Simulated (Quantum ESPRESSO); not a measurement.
# TiClO: which magnetic order is lowest, part 2 of 3

A self-consistent run ends on one state, which hangs on the start. Several orders of TiClO are started in Quantum ESPRESSO and their energies compared.

Quantum ESPRESSO 7.5; PBEsol with U = 3 eV on Ti d (ortho-atomic projectors); plane waves with GBRV 1.5 PBEsol potentials, no spin-orbit coupling.

So far, absolute magnetization (μB): step 2 (start 1: ferro ++) 2.15.

The database entry behind the starting cell differs from later determinations by our own check (old inner coordinates), so it need not match the best structure at ambient conditions.

**3. Run 2 (antiferro +−)**

pw.in reads:

```
&CONTROL
  calculation = 'scf'
  prefix = 'pwscf'
  outdir = './tmp'
  pseudo_dir = './pseudo'
  disk_io = 'nowf'
/
&SYSTEM
  ibrav = 0
  celldm(1) = 8
  nat = 6
  ntyp = 4
  ecutwfc = 40
  ecutrho = 280
  nbnd = 35
  occupations = 'smearing'
  smearing = 'fd'
  degauss = 0.00734986
  nspin = 2
  starting_magnetization(1) = 0.0833
  starting_magnetization(2) = -0.0833
  starting_magnetization(3) = 0
  starting_magnetization(4) = 0
/
&ELECTRONS
  conv_thr = 1.2d-08
  electron_maxstep = 150
  mixing_beta = 0.3
/
ATOMIC_SPECIES
Ti1    47.8670 ti_pbesol_v1.4.uspp.F.UPF
Ti2    47.8670 ti_pbesol_v1.4.uspp.F.UPF
Cl     35.4500 cl_pbesol_v1.4.uspp.F.UPF
O      15.9990 o_pbesol_v1.2.uspp.F.UPF
CELL_PARAMETERS alat
   0.7984092876544    0.0000000000000    0.0000000000000
   0.0000000000000    0.8952577515415    0.0000000000000
   0.0000000000000    0.0000000000000    1.8968125975931
ATOMIC_POSITIONS crystal
Ti1     0.0000000000    0.5000000000    0.1220000000
Ti2     0.5000000000    0.0000000000    0.8780000000
Cl      0.5000000000    0.5000000000    0.3200000000
Cl      0.0000000000    0.0000000000    0.6800000000
O       0.5000000000    0.5000000000    0.9350000000
O       0.0000000000    0.0000000000    0.0650000000
K_POINTS automatic
8 6 4 0 0 0
HUBBARD {ortho-atomic}
U Ti1-3d 3.0000
U Ti2-3d 3.0000
```

Run with:

```sh
OMP_NUM_THREADS=1 mpirun -n 4 pw.x -nk 4 -in pw.in > pw.out
```

The program printed:

```text
[banner, memory and clock lines left out]
Program PWSCF v.7.5 starts

     Message from routine setup:
     using ibrav=0 with symmetry is DISCOURAGED, use correct ibrav instead

     bravais-lattice index     =            0
     lattice parameter (alat)  =       8.0000  a.u.
     unit-cell volume          =     694.1735 (a.u.)^3
     number of atoms/cell      =            6
     number of atomic types    =            4
     number of electrons       =        50.00
     number of Kohn-Sham states=           35
     kinetic-energy cutoff     =      40.0000  Ry
     charge density cutoff     =     280.0000  Ry
     scf convergence threshold =      1.2E-08
     mixing beta               =       0.3000
     number of iterations used =            8  plain     mixing
     Exchange-correlation= SLA  PW   PSX  PSC
                           (   1   4  10   8   0   0   0)
     Hubbard projectors: ortho-atomic
     Hubbard parameters of DFT+U (Dudarev formulation) in eV:
     U(Ti1-3d) =  3.0000
     U(Ti2-3d) =  3.0000

     Internal variables: lda_plus_u =T, lda_plus_u_kind = 0

     Internal variables: orbital_resolved =F, hub_pot_fix =F, apply_U = F

     celldm(1)=   8.000000  celldm(2)=   0.000000  celldm(3)=   0.000000
     celldm(4)=   0.000000  celldm(5)=   0.000000  celldm(6)=   0.000000

     crystal axes: (cart. coord. in units of alat)
               a(1) = (   0.798409   0.000000   0.000000 )
               a(2) = (   0.000000   0.895258   0.000000 )
               a(3) = (   0.000000   0.000000   1.896813 )

     reciprocal axes: (cart. coord. in units 2 pi/alat)
               b(1) = (  1.252490  0.000000  0.000000 )
               b(2) = (  0.000000  1.116997  0.000000 )
               b(3) = (  0.000000  0.000000  0.527200 )

     PseudoPot. # 1 for Ti read from file:
     ti_pbesol_v1.4.uspp.F.UPF
     Pseudo is Ultrasoft + core correction, Zval = 12.0

     PseudoPot. # 2 for Ti read from file:
     ti_pbesol_v1.4.uspp.F.UPF
     Pseudo is Ultrasoft + core correction, Zval = 12.0

     PseudoPot. # 3 for Cl read from file:
     cl_pbesol_v1.4.uspp.F.UPF
     Pseudo is Ultrasoft + core correction, Zval =  7.0

     PseudoPot. # 4 for O  read from file:
     o_pbesol_v1.2.uspp.F.UPF
     Pseudo is Ultrasoft + core correction, Zval =  6.0

     atomic species   valence    mass     pseudopotential
     Ti1              12.00    47.86700     Ti( 1.00)
     Ti2              12.00    47.86700     Ti( 1.00)
     Cl                7.00    35.45000     Cl( 1.00)
     O                 6.00    15.99900     O ( 1.00)

     Starting magnetic structure
     atomic species   magnetization
     Ti1             0.083
     Ti2            -0.083
     Cl              0.000
     O               0.000

      4 Sym. Ops. (no inversion) found

   Cartesian axes

     site n.     atom                  positions (alat units)
         1        Ti1    tau(   1) = (   0.0000000   0.4476289   0.2314111  )
         2        Ti2    tau(   2) = (   0.3992046   0.0000000   1.6654015  )
         3        Cl     tau(   3) = (   0.3992046   0.4476289   0.6069800  )
         4        Cl     tau(   4) = (   0.0000000   0.0000000   1.2898326  )
         5        O      tau(   5) = (   0.3992046   0.4476289   1.7735198  )
         6        O      tau(   6) = (   0.0000000   0.0000000   0.1232928  )

     number of k points=    60  Fermi-Dirac smearing, width (Ry)=  0.0073
                       cart. coord. in units 2pi/alat
        k(    1) = (   0.0000000   0.0000000   0.0000000), wk =   0.0052083
        k(    2) = (   0.0000000   0.0000000   0.1318001), wk =   0.0104167
        k(    3) = (   0.0000000   0.0000000  -0.2636001), wk =   0.0052083
        k(    4) = (   0.0000000   0.1861661   0.0000000), wk =   0.0104167
        k(    5) = (   0.0000000   0.1861661   0.1318001), wk =   0.0208333
        [... 55 further k-points ...]

     Dense  grid:    54829 G-vectors     FFT dimensions: (  36,  40,  81)

     Smooth grid:    23761 G-vectors     FFT dimensions: (  25,  30,  64)

     Check: negative core charge=   -0.000004
     Generating pointlists ...
     new r_m :   0.1900 (alat units)  1.5197 (a.u.) for type    1
     new r_m :   0.1900 (alat units)  1.5197 (a.u.) for type    2
     new r_m :   0.2261 (alat units)  1.8087 (a.u.) for type    3
     new r_m :   0.1900 (alat units)  1.5197 (a.u.) for type    4

     Initial potential from superposition of free atoms

     starting charge      47.9999, renormalised to      50.0000

     negative rho (up, down):  1.682E-02 1.682E-02

     STARTING HUBBARD OCCUPATIONS:

     =================== HUBBARD OCCUPATIONS ===================
     ------------------------ ATOM    1 ------------------------
     Tr[ns(  1)] (up, down, total) =   1.00000  0.00000  1.00000
     Atomic magnetic moment for atom   1 =   1.00000
     [... lines left out ...]
     ------------------------ ATOM    2 ------------------------
     Tr[ns(  2)] (up, down, total) =   0.00000  1.00000  1.00000
     Atomic magnetic moment for atom   2 =  -1.00000
     [... lines left out ...]
     Number of occupied Hubbard levels =    2.0000

     Atomic wfc used for Hubbard projectors are orthogonalized

     Starting wfcs are   36 randomized atomic wfcs

     Self-consistent Calculation

     iteration #  1     ecut=    40.00 Ry     beta= 0.30
     Davidson diagonalization with overlap
     ethr =  1.00E-02,  avg # of iterations =  3.9

     =================== HUBBARD OCCUPATIONS ===================
     ------------------------ ATOM    1 ------------------------
     Tr[ns(  1)] (up, down, total) =   1.51001  0.57232  2.08233
     Atomic magnetic moment for atom   1 =   0.93769
     [... lines left out ...]
     ------------------------ ATOM    2 ------------------------
     Tr[ns(  2)] (up, down, total) =   0.57239  1.50961  2.08201
     Atomic magnetic moment for atom   2 =  -0.93722
     [... lines left out ...]
     Number of occupied Hubbard levels =    4.1643

     negative rho (up, down):  1.632E-02 1.632E-02

     total energy              =    -369.30494313 Ry
     estimated scf accuracy    <       0.99775301 Ry

     total magnetization       =     0.00 Bohr mag/cell
     absolute magnetization    =     1.98 Bohr mag/cell

     iteration #  2     ecut=    40.00 Ry     beta= 0.30
     Davidson diagonalization with overlap
     ethr =  2.00E-03,  avg # of iterations =  2.6

     negative rho (up, down):  1.618E-02 1.618E-02

     total energy              =    -369.54051625 Ry
     estimated scf accuracy    <       0.11039123 Ry

     total magnetization       =    -0.00 Bohr mag/cell
     absolute magnetization    =     2.13 Bohr mag/cell

     [... further iterations left out ...]

     iteration # 24     ecut=    40.00 Ry     beta= 0.30
     Davidson diagonalization with overlap
     ethr =  2.06E-10,  avg # of iterations =  2.2

     negative rho (up, down):  1.560E-02 1.560E-02

     total energy              =    -369.53732139 Ry
     estimated scf accuracy    <       0.00000003 Ry

     total magnetization       =     0.00 Bohr mag/cell
     absolute magnetization    =     2.09 Bohr mag/cell

     iteration # 25     ecut=    40.00 Ry     beta= 0.30
     Davidson diagonalization with overlap
     ethr =  6.38E-11,  avg # of iterations =  2.0

     negative rho (up, down):  1.560E-02 1.560E-02

     Magnetic moment per site  (integrated on atomic sphere of radius R)
     atom   1 (R=0.190)  charge=  8.5806  magn=  0.6710
     atom   2 (R=0.190)  charge=  8.5806  magn= -0.6710
     atom   3 (R=0.226)  charge=  5.0751  magn= -0.0044
     atom   4 (R=0.226)  charge=  5.0751  magn=  0.0044
     atom   5 (R=0.190)  charge=  5.4109  magn=  0.0076
     atom   6 (R=0.190)  charge=  5.4109  magn= -0.0077

     End of self-consistent calculation

     =================== HUBBARD OCCUPATIONS ===================
     ------------------------ ATOM    1 ------------------------
     Tr[ns(  1)] (up, down, total) =   1.57587  0.58720  2.16307
     Atomic magnetic moment for atom   1 =   0.98866
     [... lines left out ...]
     ------------------------ ATOM    2 ------------------------
     Tr[ns(  2)] (up, down, total) =   0.58726  1.57583  2.16309
     Atomic magnetic moment for atom   2 =  -0.98857
     [... lines left out ...]
     Number of occupied Hubbard levels =    4.3262

     Number of k-points >= 100: set verbosity='high' to print the bands.

     the Fermi energy is     7.9054 ev

!    total energy              =    -369.53732141 Ry
     estimated scf accuracy    <          5.2E-09 Ry
     smearing contrib. (-TS)   =      -0.00674623 Ry
     internal energy E=F+TS    =    -369.53057518 Ry

     The total energy is F=E-TS. E is the sum of the following terms:
     one-electron contribution =    -303.28297179 Ry
     hartree contribution      =     169.02385640 Ry
     xc contribution           =     -69.06691555 Ry
     ewald contribution        =    -166.48226139 Ry
     Hubbard energy            =       0.27771715 Ry

     total magnetization       =     0.00 Bohr mag/cell
     absolute magnetization    =     2.09 Bohr mag/cell

     convergence has been achieved in  25 iterations
```

Run time: 2 min. Hardware: 4 MPI ranks of Arm Neoverse V2, shared host; peak memory 0.84 GiB.

Spin moment in the atom's sphere by atom:

| atom | spin moment in the atom's sphere (μB) |
| --- | --- |
| Ti1 | 0.671 |
| Ti2 | -0.671 |
| Cl3 | -0.004 |
| Cl4 | 0.004 |
| O5 | 0.008 |
| O6 | -0.008 |

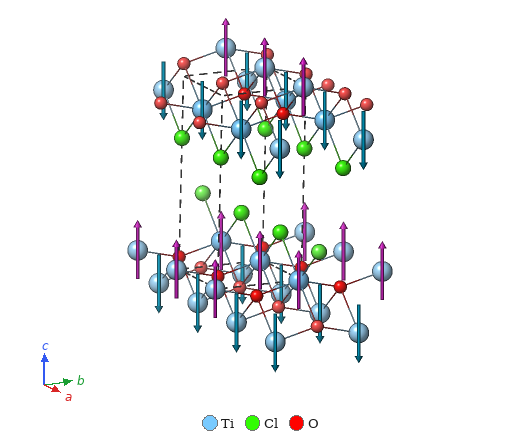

Spin moment in the atom's sphere as arrows, the longest 0.671 μB. Up and down stand for the sign. Arrows give size and sign along the axis of quantisation, drawn up and down the page. The two directions have two colours. 2×1×1 cells are drawn. Some periodic images of atoms are drawn too.

Numbers from this step:

```yaml
smearing_term_ts: 0.09179 eV
magnetization: 0 μB
absolute_magnetization: 2.094 μB
final_state: antiferromagnetic
```

**4. Run 3, typed as antiferro q=(1/2,1/2,0) +−+−**

This order needs a doubled cell of 12 atoms. The wavevector q is in fractions of the reciprocal vectors of the crystal's primitive cell, as the cells of these inputs are built from it; moments change sign between cells as cos(2π q·R).

pw.in reads:

```
&CONTROL
  calculation = 'scf'
  prefix = 'pwscf'
  outdir = './tmp'
  pseudo_dir = './pseudo'
  disk_io = 'nowf'
/
&SYSTEM
  ibrav = 0
  celldm(1) = 8
  nat = 12
  ntyp = 4
  ecutwfc = 40
  ecutrho = 280
  nbnd = 65
  occupations = 'smearing'
  smearing = 'fd'
  degauss = 0.00734986
  nspin = 2
  starting_magnetization(1) = 0.0833
  starting_magnetization(2) = -0.0833
  starting_magnetization(3) = 0
  starting_magnetization(4) = 0
/
&ELECTRONS
  conv_thr = 2.4d-08
  electron_maxstep = 150
  mixing_beta = 0.3
/
ATOMIC_SPECIES
Ti1    47.8670 ti_pbesol_v1.4.uspp.F.UPF
Ti2    47.8670 ti_pbesol_v1.4.uspp.F.UPF
Cl     35.4500 cl_pbesol_v1.4.uspp.F.UPF
O      15.9990 o_pbesol_v1.2.uspp.F.UPF
CELL_PARAMETERS alat
   1.5968185753088    0.0000000000000    0.0000000000000
   0.7984092876544    0.8952577515415    0.0000000000000
   0.0000000000000    0.0000000000000    1.8968125975931
ATOMIC_POSITIONS crystal
Ti1     0.7500000000    0.5000000000    0.1220000000
Ti2     0.2500000000    0.5000000000    0.1220000000
Ti1     0.2500000000    0.0000000000    0.8780000000
Ti2     0.7500000000    0.0000000000    0.8780000000
Cl      0.0000000000    0.5000000000    0.3200000000
Cl      0.5000000000    0.5000000000    0.3200000000
Cl      0.0000000000    0.0000000000    0.6800000000
Cl      0.5000000000    0.0000000000    0.6800000000
O       0.0000000000    0.5000000000    0.9350000000
O       0.5000000000    0.5000000000    0.9350000000
O       0.0000000000    0.0000000000    0.0650000000
O       0.5000000000    0.0000000000    0.0650000000
K_POINTS automatic
5 6 3 0 0 0
HUBBARD {ortho-atomic}
U Ti1-3d 3.0000
U Ti2-3d 3.0000
```

The program printed:

```text
     [... lines left out ...]
Program PWSCF v.7.5 starts
     [... lines left out ...]
     number of atoms/cell      =           12
     [... lines left out ...]
     number of electrons       =       100.00
     number of Kohn-Sham states=           65
     kinetic-energy cutoff     =      40.0000  Ry
     charge density cutoff     =     280.0000  Ry
     scf convergence threshold =      2.4E-08
     [... lines left out ...]
      4 Sym. Ops., with inversion, found ( 3 have fractional translation)
     [... lines left out ...]
     number of k points=    56  Fermi-Dirac smearing, width (Ry)=  0.0073
     [... lines left out ...]
     iteration # 18     ecut=    40.00 Ry     beta= 0.30
     [... lines left out ...]
     Magnetic moment per site  (integrated on atomic sphere of radius R)
     atom   1 (R=0.190)  charge=  8.5796  magn=  0.6567
     atom   2 (R=0.190)  charge=  8.5796  magn= -0.6567
     atom   3 (R=0.190)  charge=  8.5796  magn=  0.6567
     atom   4 (R=0.190)  charge=  8.5796  magn= -0.6567
     atom   5 (R=0.226)  charge=  5.0724  magn=  0.0000
     atom   6 (R=0.226)  charge=  5.0724  magn=  0.0000
     atom   7 (R=0.226)  charge=  5.0724  magn=  0.0000
     atom   8 (R=0.226)  charge=  5.0724  magn=  0.0000
     atom   9 (R=0.190)  charge=  5.4200  magn=  0.0000
     atom  10 (R=0.190)  charge=  5.4200  magn=  0.0000
     atom  11 (R=0.190)  charge=  5.4200  magn=  0.0000
     atom  12 (R=0.190)  charge=  5.4200  magn=  0.0000
     [... lines left out ...]
     Tr[ns(  1)] (up, down, total) =   1.56093  0.59609  2.15701
     [... lines left out ...]
     Tr[ns(  2)] (up, down, total) =   0.59609  1.56093  2.15702
     [... lines left out ...]
     Tr[ns(  3)] (up, down, total) =   1.56093  0.59609  2.15701
     [... lines left out ...]
     Tr[ns(  4)] (up, down, total) =   0.59609  1.56093  2.15702
     [... lines left out ...]
     the Fermi energy is     7.6342 ev
!    total energy              =    -739.23362598 Ry
     estimated scf accuracy    <          6.8E-09 Ry
     smearing contrib. (-TS)   =      -0.00000432 Ry
     [... lines left out ...]
     total magnetization       =    -0.00 Bohr mag/cell
     absolute magnetization    =     4.06 Bohr mag/cell
     convergence has been achieved in  18 iterations
```

Wall time 11 min (4 MPI ranks); peak memory 1.8 GiB.

Spin moment in the atom's sphere by atom:

| atom | spin moment in the atom's sphere (μB) |
| --- | --- |
| Ti1 | 0.657 |
| Ti2 | -0.657 |
| Ti3 | 0.657 |
| Ti4 | -0.657 |
| Cl5 | 0.000 |
| Cl6 | 0.000 |
| Cl7 | 0.000 |
| Cl8 | 0.000 |
| O9 | 0.000 |
| O10 | 0.000 |
| O11 | 0.000 |
| O12 | 0.000 |

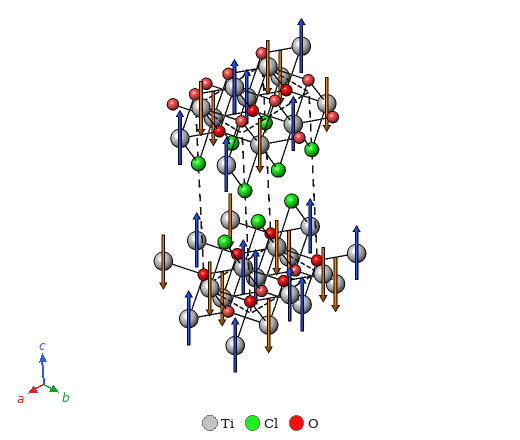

Spin moment in the atom's sphere as arrows, the longest 0.657 μB. Up and down stand for the sign. Arrows give size and sign along the axis of quantisation, drawn up and down the page. The two directions have two colours. Some periodic images of atoms are drawn too.

Numbers from this step:

| Quantity | Value |
| --- | --- |
| smearing term TS | 5.87e-5 eV |
| magnetization | 0 μB |
| absolute magnetization | 4.057 μB |
| final state | antiferromagnetic |

(Part 2 of 3 ends here.)

[Logs and program files are shortened in this print: banners, set-up blocks, solver, clock and traceback lines can be left out without a mark of their own.]

[Logs are printed without paths, hosts, clocks, repeated set-up lines and the standing remarks that a program may print on its own settings, such as how far it seeks lower states.]

[Hosts, paths, dates, database ids (printed as entryN), source tags and the programs' standing remarks are cut or masked in the printed files.]

[Where a cell is said to come from a database of computed structures, the database is the Materials Project.]
